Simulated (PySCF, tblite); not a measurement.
# C6H7FOSi: a rotation path, then NMR shifts on frames

How do NMR shifts of C6H7FOSi (`Fc1cccc(O[SiH3])c1`) change as the atoms move?

Programs: tblite 0.8.0 and PySCF 2.14.0, with density-fitted response routines of our own. Each step states its level of theory. These are calculated values for one molecule in the gas phase, unless marked as measured. Atoms are numbered from 0 throughout.

## (1) The molecule as given

16 atoms, charge 0, multiplicity 1; geometry from: GFN2-xTB.

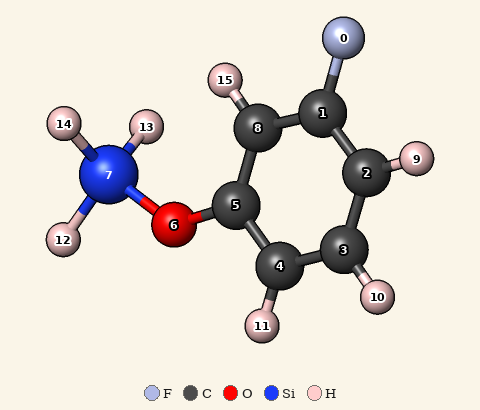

As it starts; fluorine light blue, carbon dark grey, oxygen red, silicon blue, hydrogen pink, atoms numbered.

## (2) The rotation path with GFN2-xTB

The job: settings as JSON, then the geometry in Å.

```
{"job": {"kind": "neb", "xc": "GFN2-xTB", "basis": "xTB", "atoms": [4, 5, 6, 7], "turn": 180}, "charge": 0, "multiplicity": 1}
F     -2.037326     2.224352     0.894385
C     -1.560232     1.094186     0.331243
C     -2.431955     0.262669    -0.345934
C     -1.921657    -0.891636    -0.916094
C     -0.579044    -1.198085    -0.808137
C      0.285642    -0.346961    -0.120874
O      1.580795    -0.689903    -0.044617
Si     2.900243    -0.015202     0.634725
C     -0.212938     0.815071     0.456585
H     -3.476054     0.519365    -0.419808
H     -2.580163    -1.558861    -1.450349
H     -0.175511    -2.095219    -1.250321
H      3.880061    -1.017859     0.253712
H      2.724809     0.113615     2.082193
H      3.158952     1.305233     0.058408
H      0.436780     1.488180     0.992519
```

With the program's defaults for keys left out, this is: GFN2-xTB climbing-image nudged elastic band, gas phase.

Started as:

```
OMP_NUM_THREADS=1 python probes_run.py task.json out
```

The driver reads the jobs from task.json and runs them one after another.

The log of the run:

```text
image   E - E0 / eV
  0      -0.0000
  1       0.0156
  2       0.0405
  3       0.0602
  4       0.0673
  5       0.0591
  6       0.0457
  7       0.0270
  8       0.0049
```

Run time: 9.6 s. Hardware: 1 thread, shared host.

The final band, with the dihedral C4–C5–O6–Si7:

```tsv
image	dihedral (°)	energy (eV)	energy (kcal/mol)
0	180	0.000	0.0
1	199	0.016	0.4
2	222	0.040	0.9
3	247	0.060	1.4
4	273	0.067	1.6
5	298	0.059	1.4
6	321	0.046	1.1
7	342	0.027	0.6
8	360	0.005	0.1
```

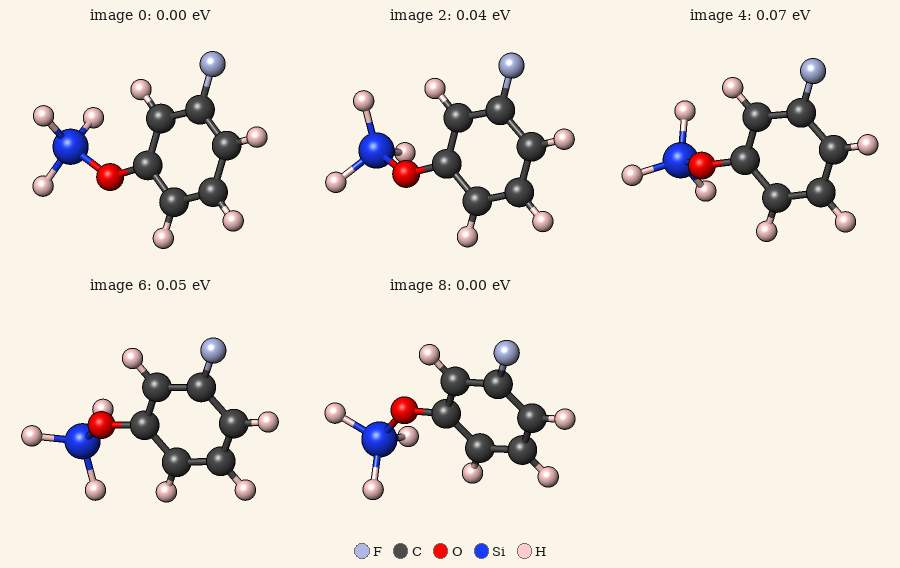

Images along the band.

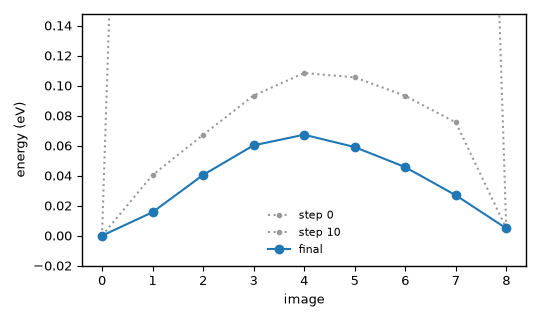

Energy along the band, early and final.

## (3) Shielding tensors: image 0, PBE0/pcSseg-1

The job: settings as JSON, then the geometry in Å.

```
{"job": {"kind": "nmr", "xc": "PBE0", "basis": "pcSseg-1", "pop": false}, "charge": 0, "multiplicity": 1}
F     -2.037300     2.224400     0.894400
C     -1.560200     1.094200     0.331200
C     -2.432000     0.262700    -0.345900
C     -1.921700    -0.891600    -0.916100
C     -0.579000    -1.198100    -0.808100
C      0.285600    -0.347000    -0.120900
O      1.580800    -0.689900    -0.044600
Si     2.900200    -0.015200     0.634700
C     -0.212900     0.815100     0.456600
H     -3.476100     0.519400    -0.419800
H     -2.580200    -1.558900    -1.450300
H     -0.175500    -2.095200    -1.250300
H      3.880100    -1.017900     0.253700
H      2.724800     0.113600     2.082200
H      3.159000     1.305200     0.058400
H      0.436800     1.488200     0.992500
```

Level: GIAO PBE0/pcSseg-1 NMR shielding, non-relativistic, gas phase.

The log of the run:

```text
coarse grid: 14656 points
cycle   1  E = -696.6291082024  dE =  1.621e+00  |g| = 7.436e-01  |ddm| = 3.973e+00
cycle   2  E = -696.5256762267  dE =  1.034e-01  |g| = 1.068e+00  |ddm| = 1.520e+00
cycle   3  E = -696.7248362962  dE = -1.992e-01  |g| = 1.422e-01  |ddm| = 1.023e+00
cycle   4  E = -696.7290875551  dE = -4.251e-03  |g| = 4.601e-02  |ddm| = 1.684e-01
cycle   5  E = -696.7295405817  dE = -4.530e-04  |g| = 1.685e-02  |ddm| = 5.260e-02
cycle   6  E = -696.7296094176  dE = -6.884e-05  |g| = 4.414e-03  |ddm| = 1.926e-02
cycle   7  E = -696.7296140929  dE = -4.675e-06  |g| = 1.392e-03  |ddm| = 4.912e-03
final grid: 139592 points
cycle   8  E = -696.7977114040  dE = -2.476e-05  |g| = 9.968e-03  |ddm| = 3.633e-02
cycle   9  E = -696.7976860740  dE =  2.533e-05  |g| = 1.556e-02  |ddm| = 1.990e-02
cycle  10  E = -696.7977304574  dE = -4.438e-05  |g| = 1.098e-03  |ddm| = 1.266e-02
cycle  11  E = -696.7977307078  dE = -2.504e-07  |g| = 3.009e-04  |ddm| = 1.308e-03
cycle  12  E = -696.7977307254  dE = -1.755e-08  |g| = 1.407e-04  |ddm| = 4.085e-04
cycle  13  E = -696.7977307304  dE = -4.995e-09  |g| = 2.752e-05  |ddm| = 1.624e-04
cycle  14  E = -696.7977307306  dE = -1.878e-10  |g| = 9.083e-06  |ddm| = 3.548e-05
converged SCF energy = -696.7977307306

GIAO shielding tensors (ppm)
atom      isotropic    diamagn.    paramagn.     s11        s22        s33       span
  0 F      285.686     477.714    -192.028    205.629    298.809    352.620    146.991
  1 C       13.403     251.612    -238.209    -72.589     30.166     82.630    155.219
  2 C       73.319     257.194    -183.875     -9.320     59.617    169.659    178.979
  3 C       50.553     255.525    -204.972    -58.602     33.098    177.163    235.765
  4 C       65.827     253.422    -187.595    -21.193     54.280    164.393    185.586
  5 C       23.391     252.726    -229.334    -67.743     22.901    115.016    182.759
  6 O      240.110     398.560    -158.449    154.302    248.633    317.396    163.094
  7 Si     391.628     879.838    -488.210    353.523    358.936    462.424    108.901
  8 C       80.231     260.445    -180.213     13.293     67.062    160.340    147.047
  9 H       24.745      29.284      -4.538     21.287     25.630     27.318      6.030
 10 H       24.160      29.911      -5.751     20.907     24.943     26.630      5.723
 11 H       24.684      31.956      -7.272     20.894     24.854     28.305      7.411
 12 H       26.645      28.788      -2.143     22.470     25.518     31.948      9.478
 13 H       26.536      29.298      -2.762     23.508     24.847     31.253      7.745
 14 H       26.537      29.331      -2.794     23.510     24.850     31.251      7.741
 15 H       25.174      33.386      -8.212     20.953     24.994     29.575      8.622
```

Run time: 93 s. Hardware: 1 thread, shared host.

The references, computed at this level on geometries of the same kind, shield at (ppm): 1H TMS 31.72, 13C TMS 186.9, 29Si TMS 349.2, 19F CFCl3 170.9, 17O H2O 336.1. Their shielding less the atom's gives the shift. The references are single molecules in the gas phase, so shifts against H2O, NH3, PH3, H3PO4 or CFCl3 are not on the usual liquid scales and can be off by tens of ppm. Each atom is listed at this fixed geometry, with no averaging over motion; a spectrum would average atoms that exchange fast.

```tsv
atoms	environment	σ (ppm)	δ (ppm)
C1	aromatic carbon bearing fluorine	13.4	173.5
C5	aromatic carbon bearing oxygen	23.4	163.5
C3	aromatic CH	50.6	136.4
C4	aromatic CH	65.8	121.1
C2	aromatic CH	73.3	113.6
C8	aromatic CH	80.2	106.7
H10	hydrogen on an aromatic CH	24.16	7.56
H11	hydrogen on an aromatic CH	24.68	7.03
H9	hydrogen on an aromatic CH	24.75	6.97
H15	hydrogen on an aromatic CH	25.17	6.54
H13	hydrogen on a silicon bonded to O	26.54	5.18
H14	hydrogen on a silicon bonded to O	26.54	5.18
H12	hydrogen on a silicon bonded to O	26.65	5.07
F0	aryl fluorine	285.7	-114.7
O6	oxygen bonded to C, Si	240.1	96.0
Si7	silicon bonded to O, 3 H	391.6	-42.5
```

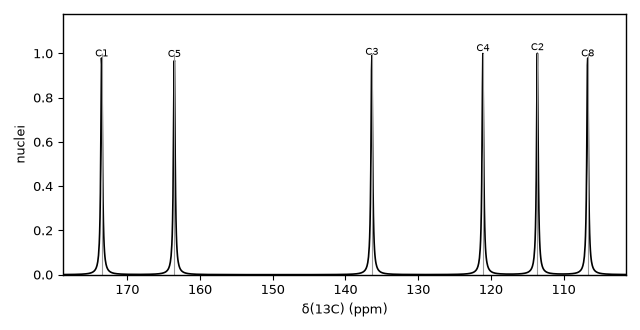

13C lines at the computed shifts, without couplings. Lines are broadened to a width of 0.27 ppm (Lorentzian).

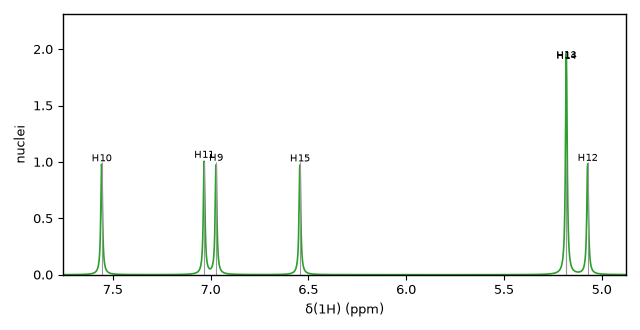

1H lines at the computed shifts, without couplings. Lines are broadened to a width of 0.01 ppm (Lorentzian).

Ring of atoms C1, C2, C3, C4, C5, C8: NICS(0) -11.0, NICS(1) -11.1, NICS(1)zz -26.4 ppm (means of both faces).

## (4) Nuclear shieldings: image 2, PBE0/pcSseg-1

The job: settings as JSON, then the geometry in Å.

```
{"job": {"kind": "nmr", "xc": "PBE0", "basis": "pcSseg-1", "pop": false}, "charge": 0, "multiplicity": 1}
F     -2.082200     2.393700     0.552300
C     -1.577200     1.212000     0.139600
C     -2.447000     0.224700    -0.282000
C     -1.912400    -0.977500    -0.712200
C     -0.545600    -1.182700    -0.711200
C      0.314400    -0.182900    -0.262600
O      1.637400    -0.420500    -0.285200
Si     2.886600    -0.148000     0.720700
C     -0.206900     1.032900     0.165400
H     -3.510300     0.400800    -0.268700
H     -2.569400    -1.763200    -1.050600
H     -0.122400    -2.113800    -1.053800
H      3.957500    -0.650600    -0.122700
H      2.692900    -0.907600     1.956700
H      3.035200     1.268600     1.055900
H      0.441700     1.823200     0.506100
```

Level: GIAO PBE0/pcSseg-1 NMR shielding, non-relativistic, gas phase.

The log of the run:

```text
coarse grid: 14656 points
cycle   1  E = -696.6271733484  dE =  1.618e+00  |g| = 7.461e-01  |ddm| = 3.960e+00
cycle   2  E = -696.5249441633  dE =  1.022e-01  |g| = 1.068e+00  |ddm| = 1.440e+00
cycle   3  E = -696.7234826623  dE = -1.985e-01  |g| = 1.399e-01  |ddm| = 9.583e-01
cycle   4  E = -696.7275447381  dE = -4.062e-03  |g| = 4.616e-02  |ddm| = 1.652e-01
cycle   5  E = -696.7280005392  dE = -4.558e-04  |g| = 1.703e-02  |ddm| = 5.232e-02
cycle   6  E = -696.7280711656  dE = -7.063e-05  |g| = 4.386e-03  |ddm| = 1.972e-02
cycle   7  E = -696.7280757647  dE = -4.599e-06  |g| = 1.385e-03  |ddm| = 4.911e-03
final grid: 139592 points
cycle   8  E = -696.7962660766  dE = -2.530e-05  |g| = 1.022e-02  |ddm| = 3.700e-02
cycle   9  E = -696.7962399118  dE =  2.616e-05  |g| = 1.589e-02  |ddm| = 1.986e-02
cycle  10  E = -696.7962860585  dE = -4.615e-05  |g| = 1.104e-03  |ddm| = 1.266e-02
cycle  11  E = -696.7962863108  dE = -2.523e-07  |g| = 3.046e-04  |ddm| = 1.312e-03
cycle  12  E = -696.7962863287  dE = -1.787e-08  |g| = 1.434e-04  |ddm| = 4.151e-04
cycle  13  E = -696.7962863339  dE = -5.158e-09  |g| = 2.746e-05  |ddm| = 1.643e-04
cycle  14  E = -696.7962863341  dE = -1.869e-10  |g| = 9.101e-06  |ddm| = 3.586e-05
converged SCF energy = -696.7962863341

GIAO shielding tensors (ppm)
atom      isotropic    diamagn.    paramagn.     s11        s22        s33       span
  0 F      284.867     478.102    -193.234    205.392    298.577    350.633    145.241
  1 C       13.408     252.905    -239.497    -72.716     30.294     82.648    155.364
  2 C       72.695     256.854    -184.158     -9.508     58.072    169.521    179.029
  3 C       50.587     255.622    -205.036    -58.318     32.780    177.297    235.615
  4 C       65.235     252.849    -187.614    -22.435     54.361    163.778    186.213
  5 C       23.412     254.121    -230.708    -69.493     25.996    113.735    183.228
  6 O      247.293     400.325    -153.032    170.950    250.054    320.875    149.925
  7 Si     390.840     880.208    -489.368    349.595    361.582    461.344    111.748
  8 C       78.184     256.696    -178.512      9.735     61.905    162.912    153.177
  9 H       24.757      29.222      -4.465     21.342     25.644     27.284      5.942
 10 H       24.189      29.975      -5.787     21.002     24.913     26.651      5.649
 11 H       24.717      31.938      -7.221     21.130     24.709     28.314      7.184
 12 H       26.611      29.011      -2.400     22.861     25.124     31.849      8.988
 13 H       26.683      29.434      -2.750     23.502     24.964     31.585      8.083
 14 H       26.317      29.389      -3.072     22.420     25.639     30.891      8.471
 15 H       24.850      32.480      -7.631     20.479     24.664     29.406      8.928
```

It took 91 s on 1 thread, shared host.

Key values: δ C1 173.5, C5 163.5, C3 136.3, C4 121.7, H10 7.53, H11 7.00 ppm.

[end of part 1 of 2]
